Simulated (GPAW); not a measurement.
**PH$_{3}$S: geometry relaxation (part 5 of 5)**

Continued. System: PH$_{3}$S. Method: vdW-DF2/plane waves, scalar-relativistic datasets (GPAW 26.7.0). The geometry comes from this level: GFN2-xTB.

Geometry of the input (Å):
```
P  -0.4919  -0.4746  0.4361
S  0.7677  0.9384  -0.4470
H  0.2701  -1.5884  0.0806
H  -1.3283  -0.6338  -0.6704
H  0.7824  1.7585  0.6006
```

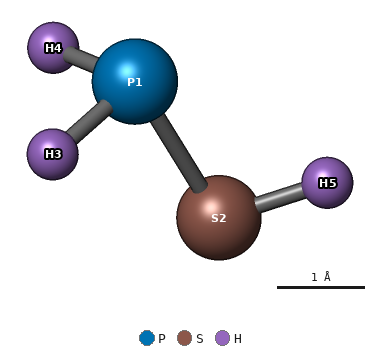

*The geometry at step 10 of the log (ball-and-stick view, seen at a tilt; atoms are numbered from 1 in the order of the input).*

## Trajectory as extended XYZ, continued
```
5
Properties=species:S:1:pos:R:3:forces:R:3 step=8 energy=-79.83551
P     6.2678    5.9195    6.9734   -0.0055   0.0091   0.0250
S     7.5805    7.4064    6.0692    0.0058   0.0093   0.0004
H     7.0464    4.7745    6.6272   -0.0239  -0.0023  -0.0219
H     5.3986    5.7611    5.8525    0.0188  -0.0245  -0.0016
H     7.5713    8.2133    7.1519    0.0039   0.0078  -0.0018
5
Properties=species:S:1:pos:R:3:forces:R:3 step=9 energy=-79.83557
P     6.2679    5.9203    6.9742   -0.0092  -0.0100   0.0089
S     7.5803    7.4060    6.0693    0.0103   0.0182   0.0024
H     7.0458    4.7746    6.6264   -0.0244   0.0042  -0.0133
H     5.3994    5.7605    5.8524    0.0185  -0.0184   0.0071
H     7.5713    8.2133    7.1519    0.0046   0.0062  -0.0053
5
Properties=species:S:1:pos:R:3:forces:R:3 step=10 energy=-79.83564
P     6.2679    5.9208    6.9751   -0.0090  -0.0228  -0.0073
S     7.5803    7.4063    6.0695    0.0094   0.0171   0.0037
H     7.0446    4.7745    6.6254   -0.0213   0.0096  -0.0039
H     5.4003    5.7593    5.8524    0.0158  -0.0100   0.0136
H     7.5716    8.2138    7.1519    0.0046   0.0060  -0.0055
5
Properties=species:S:1:pos:R:3:forces:R:3 step=11 energy=-79.83570
P     6.2678    5.9210    6.9757   -0.0051  -0.0218  -0.0144
S     7.5807    7.4070    6.0697    0.0042   0.0073   0.0026
H     7.0428    4.7742    6.6243   -0.0115   0.0095   0.0027
H     5.4013    5.7576    5.8526    0.0087  -0.0008   0.0125
H     7.5720    8.2148    7.1519    0.0034   0.0057  -0.0029
5
Properties=species:S:1:pos:R:3:forces:R:3 step=12 energy=-79.83572
P     6.2677    5.9208    6.9756   -0.0020  -0.0106  -0.0075
S     7.5810    7.4076    6.0699   -0.0001  -0.0015   0.0009
H     7.0419    4.7740    6.6240   -0.0037   0.0038   0.0018
H     5.4016    5.7568    5.8529    0.0028   0.0016   0.0054
H     7.5724    8.2156    7.1519    0.0022   0.0053  -0.0009
```

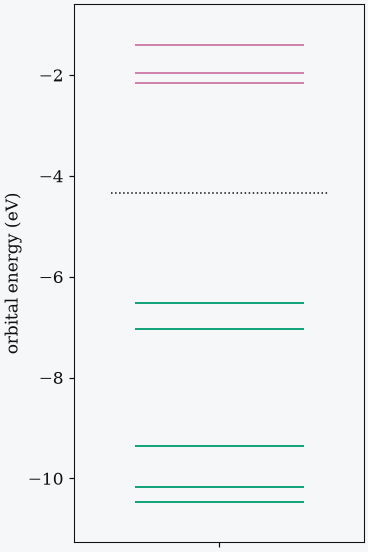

*Orbital energies near the frontier; the dotted line parts filled from empty levels, and levels within 0.02 eV of each other stand side by side.*

Highest filled −6.53 eV, lowest empty −2.17 eV, 4.36 eV apart.
